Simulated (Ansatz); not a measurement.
# Converging the k-point mesh: LuBr₃ (P3m1, 8 atoms in the cell)

```
LuBr3
1.0
   10.17123     0.00000     0.00000
   -5.08562     8.80855     0.00000
    0.00000     0.00000     3.64346
Lu Br
2 6
Direct
  0.33333   0.66667   0.76372
  0.66667   0.33333   0.25000
  0.21557   0.43115   0.25000
  0.78443   0.56885   0.75000
  0.78443   0.21557   0.75000
  0.21557   0.78443   0.25000
  0.56885   0.78443   0.25000
  0.43115   0.21557   0.75000
```

Level of theory: PBEsol, default PAW files made with PBE (plane waves; Ansatz, an electronic-structure program).

Base settings: basis.ecutwfc = 30.9 Ry; kpoints.mp_grid.grid = 2 2 5; hamiltonian.xc = pbesol; hamiltonian.pseudopotentials = {kind: paw} (the program's default PAW files); scf.occupations.method = fixed.

The second cell is the first with its lattice scaled by 0.98.

Only quantities that move along the ladder and can be compared are tabulated.

The count of work is k-points × plane waves × bands × iterations; it is no time. Core times come from one kind of shared machine, to one figure; runs under 30 s give none.

The starting cell comes from a database of computed structures (which also holds hypothetical and non-ambient phases and stackings), without a prior relaxation at this level. Its lattice was rescaled by up to half a per cent. One atom was moved a little off its site on purpose. Spin-orbit coupling is off. Ansatz's pressure includes its estimate of the finite-basis (Pulay) stress.

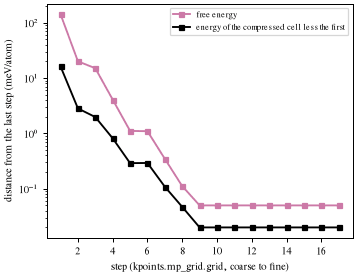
Figure: Distance from the last step along the ladder; very small values are drawn at a floor.

| kpoints.mp_grid.grid | free energy less the last step's (meV/atom) | energy of the compressed cell less the first (meV/atom) | pressure (GPa) | largest difference of a force vector from the last step's (eV/Å) | gap on the mesh (eV) | count of work / last | core time / last (rough) |
|---|---|---|---|---|---|---|---|
| 1 1 2 | 142.43 | 21.79 | 0.41 | 0.101 | 2.870 | 0.013 | – |
| 1 1 3 | 20.05 | 8.42 | -0.43 | 0.039 | 2.902 | 0.012 | – |
| 2 2 3 | 15.04 | 7.57 | -0.48 | 0.036 | 2.906 | 0.023 | – |
| 2 2 4 | 4.08 | 6.41 | -0.55 | 0.008 | 2.887 | 0.039 | – |
| 2 2 5 | 1.11 | 5.88 | -0.59 | 0.003 | 2.892 | 0.039 | – |
| 3 3 5 | 1.10 | 5.89 | -0.59 | 0.003 | 2.892 | 0.071 | – |
| 3 3 6 | 0.35 | 5.70 | -0.60 | 0.001 | 2.898 | 0.090 | 0.09 |
| 3 3 7 | 0.11 | 5.64 | -0.60 | 0.001 | 2.894 | 0.097 | 0.09 |
| 4 4 8 | 0.04 | 5.61 | -0.60 | 0.000 | 2.890 | 0.15 | 0.1 |
| 4 4 9 | 0.01 | 5.60 | -0.60 | 0.000 | 2.891 | 0.15 | 0.1 |
| 4 4 10 | 0.01 | 5.60 | -0.60 | 0.000 | 2.894 | 0.18 | 0.2 |
| 5 5 11 | 0.00 | 5.59 | -0.60 | 0.000 | 2.892 | 0.26 | 0.2 |
| 5 5 12 | 0.00 | 5.59 | -0.60 | 0.000 | 2.891 | 0.29 | 0.3 |
| 6 6 13 | 0.00 | 5.59 | -0.60 | 0.000 | 2.891 | 0.43 | 0.4 |
| 6 6 14 | 0.00 | 5.59 | -0.60 | 0.000 | 2.892 | 0.48 | 0.5 |
| 7 7 16 | 0.00 | 5.59 | -0.60 | 0.000 | 2.891 | 0.65 | 0.6 |
| 8 8 18 | 0.00 | 5.59 | -0.60 | 0.000 | 2.891 | 0.90 | 0.9 |
| 8 8 20 | 0.00 | 5.59 | -0.60 | 0.000 | 2.891 | 1.0 | 1 |

Coarsest kpoints.mp_grid.grid that holds the pressure within 0.5 GPa of the last step, with all finer ones: 1 1 3, at 0.012 of the last step's count of work; the step before is off by 1.0 GPa.

Coarsest kpoints.mp_grid.grid that holds the free energy within 5 meV/atom of the last step, with all finer ones: 2 2 4, at 0.039 of the last step's count of work; the step before is off by 15 meV/atom.

The energy difference between the two cells stays within 1 meV/atom of the last step's from 2 2 4 on, the total only from 3 3 6 on: much of the error is common to both cells and cancels.

The gap on the mesh jumps up and down from mesh to mesh; it is no smooth measure of convergence.

Keys are those of Ansatz 0.2.
